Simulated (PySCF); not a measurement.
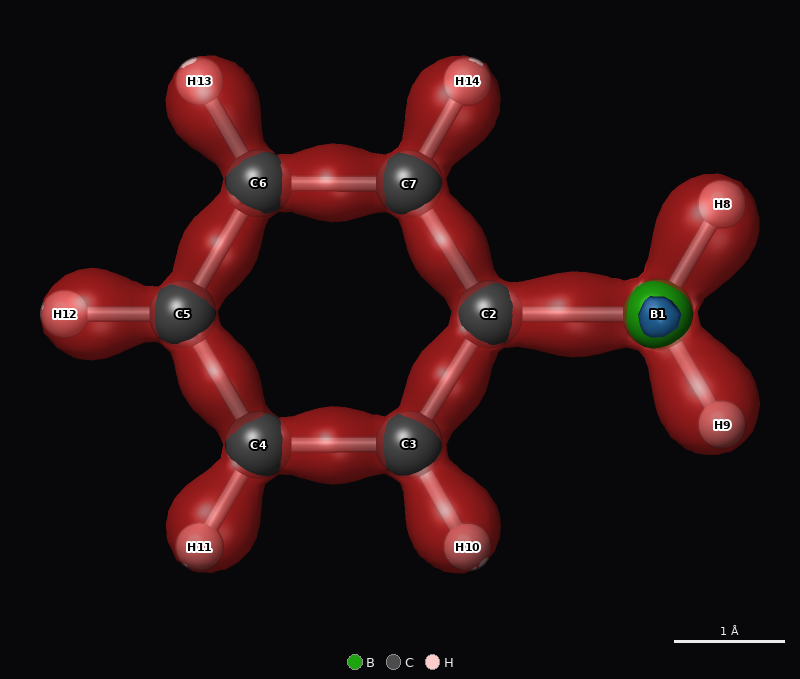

*C$_{6}$H$_{7}$B, SMILES `Bc1ccccc1`. Deformation density (molecule less spherical, spin-averaged free atoms at the same positions), surfaces at ±0.24 e/Å³; red: gain, blue: loss.*

Method: ωB97X/def2-SVPD; geometry: GFN2-xTB; program: PySCF. No frequency check shows the geometry to be a minimum.

Input

```python
import numpy as np
from pyscf import gto, scf, dft
from pyscf.scf import atom_ks, atom_hf
from scipy.linalg import block_diag

def solve(mol, dm0=None, hcore=None):
    mf = (dft.UKS if mol.spin else dft.RKS)(mol, xc='wb97x')
    mf.grids.level = 3
    mf = mf.density_fit(auxbasis='def2-universal-jkfit')
    mf.conv_tol, mf.max_cycle = 1e-8, 80
    if hcore is not None:
        mf.get_hcore = lambda *args: hcore
    mf.kernel(dm0)
    if not mf.converged:
        mf = mf.newton().run(mf.mo_coeff, mf.mo_occ, max_cycle=30)
    assert mf.converged, 'SCF not converged'
    return mf

mol = gto.M(atom='''
B     -2.55860     0.00005     0.00000
C     -1.01442    -0.00004     0.00000
C     -0.28019     1.19512     0.00000
C      1.10135     1.19871     0.00000
C      1.79710     0.00002     0.00000
C      1.10130    -1.19876     0.00000
C     -0.28024    -1.19511     0.00000
H     -3.14547    -1.01160     0.00000
H     -3.14543     1.01174     0.00000
H     -0.81355     2.13511     0.00000
H      1.64199     2.13467     0.00000
H      2.87782    -0.00001     0.00000
H      1.64190    -2.13474     0.00000
H     -0.81364    -2.13508     0.00000
''', basis='def2-svpd', charge=0, spin=0, verbose=4)
mf = solve(mol)
mf.analyze()
# spherically averaged free atoms, for the promolecule
atm = atom_ks.get_atm_nrks(mol, xc='wb97x')
pro = block_diag(*[(atm[a[0]][2] * atm[a[0]][3]) @ atm[a[0]][2].T for a in mol._atom])
np.savez('result.npz', e=mf.e_tot, c=mf.mo_coeff, occ=mf.mo_occ, eps=mf.mo_energy, pro=pro, dip=mf.dip_moment(verbose=0), s2=mf.spin_square()[0])
```

Run with:

```sh
OMP_NUM_THREADS=1 python input.py
```

The run took 35 s on 1 thread of Arm Neoverse V2, with other jobs on the host, peak memory 0.8 GiB.

Partitions, critical points and surface values were worked out afterwards from this run's density.

### Describe the bonding that the map shows.

C3–H10 and C7–H14: +0.75 e/Å³ at the bond critical point (bond length 1.08 Å). C5–H12: +0.74 e/Å³ at the bond critical point (bond length 1.08 Å). C4–H11 and C6–H13: +0.73 e/Å³ at the bond critical point (bond length 1.08 Å). C3–C4 and C6–C7: +0.65 e/Å³ at the bond critical point (bond length 1.38 Å). C4–C5 and C5–C6: +0.64 e/Å³ at the bond critical point (bond length 1.39 Å). C2–C7 and C2–C3: +0.61 e/Å³ at the bond critical point (bond length 1.40 Å). B1–H8 and B1–H9: +0.49 e/Å³ at the bond critical point (bond length 1.17 Å). B1–C2: +0.48 e/Å³ at the bond critical point (bond length 1.54 Å). In all, 3.6 electrons gather in the regions of gain relative to the promolecule.

### Where do the Hirshfeld charges lie?

The highest Hirshfeld charge is on B1 (+0.14 e), the lowest on C2 (−0.08 e).

| atom | charge (e) |
| --- | --- |
| B1 | +0.14 |
| C2 | −0.08 |
| C3 | −0.03 |
| C4 | −0.05 |
| C5 | −0.03 |
| C6 | −0.05 |
| C7 | −0.03 |
| H8 | −0.07 |
| H9 | −0.07 |
| H10 | +0.05 |
| H11 | +0.05 |
| H12 | +0.05 |
| H13 | +0.05 |
| H14 | +0.05 |
